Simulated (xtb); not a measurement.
## Geometry relaxation, with input and output: CH₈BNSi (part 4 of 5)

The same run, continued: CH₈BNSi, SMILES C[SiH2]BN; GFN2-xTB (xtb 6.7.1). The geometry: force field.

Geometry of the input (Å):
```
C  -1.3415  1.2767  -0.0772
Si -0.1679  0.3163  0.8981
B  1.1140  -0.4598  -0.3141
N  1.3790  -1.9616  -0.3804
H  -1.9010  0.6558  -0.8373
H  -2.1395  1.7833  0.5953
H  -0.8298  2.1322  -0.6260
H  -0.8341  -0.7350  1.6079
H  0.5200  1.2090  1.9091
H  1.8274  0.2463  -0.9386
H  2.0258  -2.1710  -1.0749
H  0.4246  -2.3473  -0.7277
```

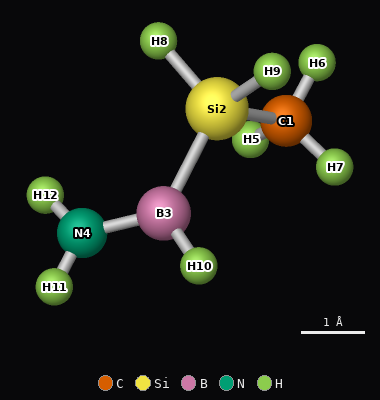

Figure 1. The geometry at step 6 of the log (ball-and-stick view, seen at a tilt; atoms are numbered from 1 in the order of the input).

## The program's output, continued
```
 ---------------------------------------------------------------------------
     #   Z sym  total        # sym  WBO       # sym  WBO       # sym  WBO
 ---------------------------------------------------------------------------
     1   6      3.968 --     6      0.994     7      0.994     5      0.993
                             2      0.901
     2  14      3.566 --     1      0.901     9      0.892     8      0.891
                             3      0.876
     3   5      3.443 --     4      1.481    10      0.973     2      0.876
     4   7      3.395 --     3      1.481    12      0.963    11      0.959
     5   1      1.000 --     1      0.993
     6   1      1.000 --     1      0.994
     7   1      1.000 --     1      0.994
     8   1      0.982 --     2      0.891
     9   1      0.984 --     2      0.892
    10   1      0.985 --     3      0.973
    11   1      0.976 --     4      0.959
    12   1      0.976 --     4      0.963
 ---------------------------------------------------------------------------

Topologies differ in total number of bonds
Writing topology from bond orders to xtbtopo.mol

molecular dipole:
                 x           y           z       tot (Debye)
 q only:        0.341      -0.761      -0.202
   full:        0.303      -0.918      -0.634       2.938
molecular quadrupole (traceless):
                xx          xy          yy          xz          yz          zz
 q only:       -1.733      -0.962       2.705       0.118       1.205      -0.972
  q+dip:       -1.623      -1.459       4.564      -0.851       1.689      -2.941
   full:       -1.555      -2.343       4.280       0.227       1.336      -2.726

           -------------------------------------------------
          |                Geometry Summary                 |
           -------------------------------------------------

      molecular mass/u    :       72.9774919
   center of mass at/Å    :        0.1440615      -0.0676532       0.1499089
  moments of inertia/u·Å² :        0.4261253E+02   0.1788508E+03   0.1933522E+03
rotational constants/cm⁻¹ :        0.3956027E+00   0.9425526E-01   0.8718614E-01

 * 11 selected distances

     #   Z          #   Z                                           value/Å
     1   6          2  14                                         1.9113533
     2  14          3   5                                         1.9640858 (max)
     3   5          4   7                                         1.3806693
     1   6          5   1                                         1.0869306
     1   6          6   1                                         1.0849781
     1   6          7   1                                         1.0864593
     2  14          8   1                                         1.4835312
     2  14          9   1                                         1.4785544
     3   5         10   1                                         1.1779770
     4   7         11   1                                         1.0085917
     4   7         12   1                                         1.0076556 (min)

 * 7 distinct bonds (by element types)

   Z      Z             #   av. dist./Å        max./Å        min./Å
   1 H    5 B           1     1.1779770     1.1779770     1.1779770
   1 H    6 C           3     1.0861227     1.0869306     1.0849781
   1 H    7 N           2     1.0081236     1.0085917     1.0076556
   5 B    7 N           1     1.3806693     1.3806693     1.3806693
   1 H   14 Si          2     1.4810428     1.4835312     1.4785544
   5 B   14 Si          1     1.9640858     1.9640858     1.9640858
   6 C   14 Si          1     1.9113533     1.9113533     1.9113533

           -------------------------------------------------
          |               Frequency Printout                |
           -------------------------------------------------
 projected vibrational frequencies (cm⁻¹)
eigval :       -0.00    -0.00    -0.00    -0.00     0.00     0.00
eigval :       24.95   118.88   148.34   239.25   441.66   495.35
eigval :      582.34   634.49   670.55   684.07   735.53   818.75
eigval :      821.23   831.40   846.58   889.42  1106.88  1367.29
eigval :     1371.07  1500.17  1502.33  1558.59  2092.58  2137.82
eigval :     2574.61  3025.65  3033.17  3048.38  3452.41  3485.80
 reduced masses (amu)
    1:      2.34    2:      4.93    3:      4.08    4:      5.11    5:      4.98    6:      4.22
    7:      2.43    8:      1.06    9:      2.24   10:      2.02   11:      1.46   12:      1.42
   13:      1.17   14:      2.27   15:      1.30   16:      1.13   17:      3.93   18:      1.13
   19:      1.24   20:      1.15   21:      1.19   22:      1.17   23:      1.41   24:      1.34
   25:      2.98   26:      1.06   27:      1.06   28:      1.25   29:      1.04   30:      1.04
   31:      1.09   32:      1.08   33:      1.07   34:      1.07   35:      1.05   36:      1.09
 IR intensities (km·mol⁻¹)
    1:      1.28    2:      0.41    3:      1.80    4:      0.60    5:      0.78    6:      0.54
    7:      3.53    8:      0.28    9:      2.53   10:      4.91   11:     44.41   12:     14.52
Molecule has no symmetry elements
It seems to be the C1 point group
   13:      2.41   14:     18.92   15:     96.79   16:    175.32   17:    120.55   18:    107.74
   19:     72.91   20:      3.26   21:    352.67   22:      0.51   23:     51.55   24:      8.26
   25:     58.04   26:      0.15   27:      0.03   28:     63.99   29:    491.51   30:    365.43
   31:    170.78   32:     45.91   33:     32.29   34:     28.49   35:      1.26   36:      3.03
 Raman intensities (Ä⁴*amu⁻¹)
    1:      0.00    2:      0.00    3:      0.00    4:      0.00    5:      0.00    6:      0.00
    7:      0.00    8:      0.00    9:      0.00   10:      0.00   11:      0.00   12:      0.00
   13:      0.00   14:      0.00   15:      0.00   16:      0.00   17:      0.00   18:      0.00
   19:      0.00   20:      0.00   21:      0.00   22:      0.00   23:      0.00   24:      0.00
   25:      0.00   26:      0.00   27:      0.00   28:      0.00   29:      0.00   30:      0.00
   31:      0.00   32:      0.00   33:      0.00   34:      0.00   35:      0.00   36:      0.00
 output can be read by thermo (or use thermo option).
 writing <g98.out> molden fake output.
 recommended (thermochemical) frequency scaling factor: 1.0
           -------------------------------------------------
          |             Thermodynamic Functions             |
           -------------------------------------------------

c1  symmetry found (for desy threshold:  0.10E+00) used in thermo

          ...................................................
          :                      SETUP                      :
          :.................................................:
          :  # frequencies                          30      :
          :  # imaginary freq.                       0      :
          :  linear?                             false      :
          :  only rotor calc.                    false      :
          :  symmetry                               c1      :
          :  rotational number                       1      :
          :  scaling factor                  1.0000000      :
          :  rotor cutoff                   50.0000000 cm⁻¹ :
          :  imag. cutoff                  -20.0000000 cm⁻¹ :
          :.................................................:

    mode    ω/cm⁻¹     T·S(HO)/kcal·mol⁻¹    T·S(FR)/kcal·mol⁻¹   T·S(vib)
   ------------------------------------------------------------------------
       1     24.95    -1.84712 (  5.84%)    -1.26105 ( 94.16%)    -1.29526
       2    118.88    -0.92980 ( 96.97%)    -0.79969 (  3.03%)    -0.92585
       3    148.34    -0.80304 ( 98.73%)    -0.73415 (  1.27%)    -0.80216
       4    239.25    -0.53919 ( 99.81%)    -0.59264 (  0.19%)    -0.53929
   ------------------------------------------------------------------------

   temp. (K)  partition function   enthalpy   heat capacity  entropy
                                   cal/mol     cal/K/mol   cal/K/mol   J/K/mol
 298.15  VIB   98.6                 2687.420     17.472     16.271
         ROT  0.927E+05              888.727      2.981     25.709
         INT  0.915E+07             3576.148     20.452     41.981
         TR   0.191E+26             1481.212      4.968     38.779
         TOT                        5057.3601    25.4204    80.7597   337.8984

       T/K    H(0)-H(T)+PV         H(T)/Eh          T*S/Eh         G(T)/Eh
   ------------------------------------------------------------------------
    298.15    0.805942E-02    0.997318E-01    0.383715E-01    0.613603E-01
   ------------------------------------------------------------------------

         :::::::::::::::::::::::::::::::::::::::::::::::::::::
         ::                  THERMODYNAMIC                  ::
         :::::::::::::::::::::::::::::::::::::::::::::::::::::
         :: total free energy         -12.044543632225 Eh   ::
         ::.................................................::
         :: total energy              -12.105903948384 Eh   ::
         :: zero point energy           0.091672416554 Eh   ::
         :: G(RRHO) w/o ZPVE           -0.030312100395 Eh   ::
         :: G(RRHO) contrib.            0.061360316159 Eh   ::
         :::::::::::::::::::::::::::::::::::::::::::::::::::::

optimized geometry written to: xtbopt.xyz

           -------------------------------------------------
          | TOTAL ENERGY              -12.105903948384 Eh   |
          | TOTAL ENTHALPY            -12.006172115579 Eh   |
          | TOTAL FREE ENERGY         -12.044543632225 Eh   |
          | GRADIENT NORM               0.000903496018 Eh/α |
          | HOMO-LUMO GAP               3.830298420185 eV   |
           -------------------------------------------------

------------------------------------------------------------------------
------------------------------------------------------------------------
 total:
 *  cpu-time:     0 d,  0 h,  0 min,  0.303 sec
 * ratio c/w:     1.000 speedup
 SCF:
 *  cpu-time:     0 d,  0 h,  0 min,  0.005 sec
 * ratio c/w:     1.000 speedup
 ANC optimizer:
 *  cpu-time:     0 d,  0 h,  0 min,  0.069 sec
 * ratio c/w:     1.000 speedup
 analytical hessian:
 *  cpu-time:     0 d,  0 h,  0 min,  0.219 sec
 * ratio c/w:     1.000 speedup
```

## File vibspectrum
```
$vibrational spectrum
#  mode     symmetry     wave number   IR intensity    selection rules
#                         cm**(-1)      (km*mol⁻¹)        IR
     1                      -0.00         0.00000          -
     2                      -0.00         0.00000          -
     3                      -0.00         0.00000          -
     4                      -0.00         0.00000          -
     5                       0.00         0.00000          -
     6                       0.00         0.00000          -
     7        a             24.95         3.53387         YES
     8        a            118.88         0.28159         YES
     9        a            148.34         2.52832         YES
    10        a            239.25         4.91422         YES
    11        a            441.66        44.40891         YES
    12        a            495.35        14.51772         YES
    13        a            582.34         2.41297         YES
    14        a            634.49        18.92273         YES
    15        a            670.55        96.79480         YES
    16        a            684.07       175.32113         YES
    17        a            735.53       120.55333         YES
    18        a            818.75       107.73679         YES
    19        a            821.23        72.91488         YES
    20        a            831.40         3.26199         YES
    21        a            846.58       352.67374         YES
    22        a            889.42         0.51076         YES
    23        a           1106.88        51.55145         YES
    24        a           1367.29         8.25566         YES
    25        a           1371.07        58.03983         YES
    26        a           1500.17         0.15031         YES
    27        a           1502.33         0.03147         YES
    28        a           1558.59        63.99010         YES
    29        a           2092.58       491.51131         YES
    30        a           2137.82       365.43073         YES
    31        a           2574.61       170.78439         YES
    32        a           3025.65        45.90547         YES
    33        a           3033.17        32.28616         YES
    34        a           3048.38        28.48506         YES
    35        a           3452.41         1.25748         YES
    36        a           3485.80         3.02890         YES
$end
```

## File xtbopt.xyz
```
12
 energy: -12.105903948384 gnorm: 0.000903380881 xtb: 6.7.1 (unknown-commit)
C           -1.39924132411205        1.30066226002778       -0.09573726684519
Si          -0.08764569474826        0.31126562846818        0.88103394858013
B            1.27096734308249       -0.45298305805899       -0.31384137802471
N            1.21127105829229       -1.78326363246642       -0.67858398975539
H           -1.88163368346780        0.68248651383089       -0.84844861283578
H           -2.17475184305037        1.68971137854086        0.55572373080599
H           -0.94802891509528        2.14538860245590       -0.60880476997981
H           -0.86106664504632       -0.69397810541058        1.65055950085882
H            0.41392281685185        1.23506678113242        1.92081431918472
H            2.16190975382539        0.16480707181086       -0.77447847675956
H            1.86704357637206       -2.23085437750319       -1.30058227674114
H            0.50425338797269       -2.42340940630827       -0.35345490110141
```

## Standard error
```
normal termination of xtb
```

## Trajectory as extended XYZ (Å, eV, eV/Å), 19 frames, from step=0 to step=18
```
12
Properties=species:S:1:pos:R:3 step=0 energy=-328.11845
C    -1.3415    1.2767   -0.0772
Si   -0.1679    0.3163    0.8981
B     1.1140   -0.4598   -0.3141
N     1.3790   -1.9616   -0.3804
H    -1.9010    0.6558   -0.8373
H    -2.1395    1.7833    0.5953
H    -0.8298    2.1322   -0.6260
H    -0.8341   -0.7350    1.6079
H     0.5200    1.2090    1.9091
H     1.8274    0.2463   -0.9386
H     2.0258   -2.1710   -1.0749
H     0.4246   -2.3473   -0.7277
12
Properties=species:S:1:pos:R:3 step=1 energy=-328.83213
C    -1.3670    1.3030   -0.0715
Si   -0.1420    0.2845    0.9019
B     1.1674   -0.4582   -0.3265
N     1.3487   -1.9128   -0.4336
H    -1.9043    0.7032   -0.8190
H    -2.1405    1.7833    0.5592
H    -0.8692    2.1163   -0.6231
H    -0.8737   -0.7301    1.6590
H     0.4886    1.1934    1.9052
H     1.8927    0.2329   -0.9426
H     2.0328   -2.1913   -1.1146
H     0.4434   -2.3792   -0.6601
12
Properties=species:S:1:pos:R:3 step=2 energy=-329.17671
C    -1.4032    1.3297   -0.0795
Si   -0.1282    0.2776    0.8852
B     1.1844   -0.4651   -0.3632
N     1.3195   -1.8415   -0.5147
H    -1.9174    0.7181   -0.8065
H    -2.1303    1.7764    0.5608
H    -0.8932    2.1118   -0.6159
H    -0.9028   -0.7098    1.6785
H     0.4608    1.1780    1.8968
H     1.9907    0.2192   -0.8893
H     2.0239   -2.2131   -1.1643
H     0.4728   -2.4363   -0.5538
12
Properties=species:S:1:pos:R:3 step=3 energy=-329.31281
C    -1.4255    1.3319   -0.0916
Si   -0.1211    0.2843    0.8763
B     1.2637   -0.4737   -0.3000
N     1.3042   -1.8326   -0.5982
H    -1.9467    0.7075   -0.8025
H    -2.1467    1.7744    0.5664
H    -0.9244    2.1129   -0.6393
H    -0.9048   -0.6884    1.6907
H     0.4395    1.1964    1.8892
H     2.0846    0.2004   -0.8151
H     1.9785   -2.2307   -1.2554
H     0.4756   -2.4375   -0.4864
12
Properties=species:S:1:pos:R:3 step=4 energy=-329.36123
C    -1.4398    1.3221   -0.0951
Si   -0.0991    0.2988    0.8729
B     1.2746   -0.4827   -0.3053
N     1.2390   -1.8137   -0.6695
H    -1.9885    0.6869   -0.7827
H    -2.1544    1.7703    0.5882
H    -0.9704    2.1127   -0.6703
H    -0.8839   -0.6683    1.6936
H     0.4342    1.2385    1.8787
H     2.2121    0.1613   -0.7108
H     1.9551   -2.2454   -1.2561
H     0.4981   -2.4356   -0.5092
12
Properties=species:S:1:pos:R:3 step=5 energy=-329.27108
C    -1.4231    1.3151   -0.0998
Si   -0.0926    0.3018    0.8797
B     1.2561   -0.4783   -0.3214
N     1.2402   -1.7753   -0.7288
H    -1.9895    0.6928   -0.7925
H    -2.1452    1.7747    0.5861
H    -0.9708    2.1239   -0.6778
H    -0.8891   -0.6796    1.6567
H     0.4126    1.2472    1.9037
H     2.2395    0.1442   -0.6654
H     1.9100   -2.2130   -1.3307
H     0.5291   -2.5084   -0.3756
12
Properties=species:S:1:pos:R:3 step=6 energy=-329.40047
C    -1.4168    1.3075   -0.0982
Si   -0.0987    0.3055    0.8826
B     1.2910   -0.4778   -0.2689
N     1.2489   -1.8023   -0.6919
H    -1.9738    0.6811   -0.7909
H    -2.1362    1.7666    0.5741
H    -0.9624    2.1105   -0.6739
H    -0.8833   -0.6792    1.6617
H     0.4134    1.2490    1.9032
H     2.1754    0.1427   -0.7124
H     1.9180   -2.2148   -1.3106
H     0.5017   -2.4439   -0.4407
12
Properties=species:S:1:pos:R:3 step=7 energy=-329.40722
C    -1.4235    1.3095   -0.0938
Si   -0.1002    0.3018    0.8677
B     1.2763   -0.4653   -0.3080
N     1.2315   -1.7913   -0.6746
H    -1.9721    0.6770   -0.7850
H    -2.1411    1.7591    0.5846
H    -0.9609    2.1031   -0.6720
H    -0.8757   -0.6821    1.6616
H     0.4233    1.2322    1.8887
H     2.2054    0.1591   -0.7080
H     1.9230   -2.2308   -1.2743
H     0.4910   -2.4273   -0.4528
12
Properties=species:S:1:pos:R:3 step=8 energy=-329.41531
C    -1.4160    1.3030   -0.0957
Si   -0.0965    0.3057    0.8747
B     1.2818   -0.4643   -0.2954
N     1.2297   -1.7872   -0.6876
H    -1.9648    0.6695   -0.7875
H    -2.1376    1.7566    0.5766
H    -0.9583    2.1004   -0.6745
H    -0.8743   -0.6835    1.6573
H     0.4148    1.2400    1.9015
H     2.1987    0.1531   -0.7067
H     1.9096   -2.2233   -1.2931
H     0.4900   -2.4253   -0.4355
12
Properties=species:S:1:pos:R:3 step=9 energy=-329.41669
C    -1.4120    1.2978   -0.0965
Si   -0.0935    0.3088    0.8773
B     1.2840   -0.4598   -0.2935
N     1.2212   -1.7805   -0.6949
H    -1.9572    0.6608   -0.7883
H    -2.1373    1.7516    0.5716
H    -0.9565    2.0955   -0.6771
H    -0.8693   -0.6862    1.6550
H     0.4113    1.2423    1.9081
H     2.2034    0.1523   -0.7030
H     1.8975   -2.2212   -1.2991
H     0.4853   -2.4165   -0.4256
12
Properties=species:S:1:pos:R:3 step=10 energy=-329.41729
C    -1.4078    1.2936   -0.0968
Si   -0.0908    0.3110    0.8791
B     1.2842   -0.4544   -0.2960
N     1.2134   -1.7734   -0.6970
H    -1.9471    0.6534   -0.7904
H    -2.1383    1.7460    0.5667
H    -0.9527    2.0917   -0.6770
H    -0.8636   -0.6910    1.6522
H     0.4084    1.2411    1.9151
H     2.2044    0.1533   -0.7061
H     1.8865   -2.2200   -1.2999
H     0.4804   -2.4064   -0.4157
12
Properties=species:S:1:pos:R:3 step=11 energy=-329.41741
C    -1.4053    1.2904   -0.0974
Si   -0.0877    0.3132    0.8812
B     1.2858   -0.4491   -0.2978
N     1.2062   -1.7697   -0.6975
H    -1.9376    0.6471   -0.7935
H    -2.1414    1.7390    0.5620
H    -0.9510    2.0900   -0.6759
H    -0.8569   -0.6953    1.6513
H     0.4065    1.2418    1.9204
H     2.2091    0.1575   -0.7082
H     1.8758   -2.2216   -1.3011
H     0.4734   -2.3984   -0.4093
12
Properties=species:S:1:pos:R:3 step=12 energy=-329.41761
C    -1.4043    1.2909   -0.0976
Si   -0.0870    0.3131    0.8823
B     1.2847   -0.4490   -0.2992
N     1.2072   -1.7693   -0.6942
H    -1.9325    0.6484   -0.7973
H    -2.1435    1.7363    0.5608
H    -0.9491    2.0928   -0.6723
H    -0.8559   -0.6976    1.6506
H     0.4054    1.2403    1.9232
H     2.2038    0.1575   -0.7168
H     1.8740   -2.2217   -1.3000
H     0.4742   -2.3969   -0.4054
```
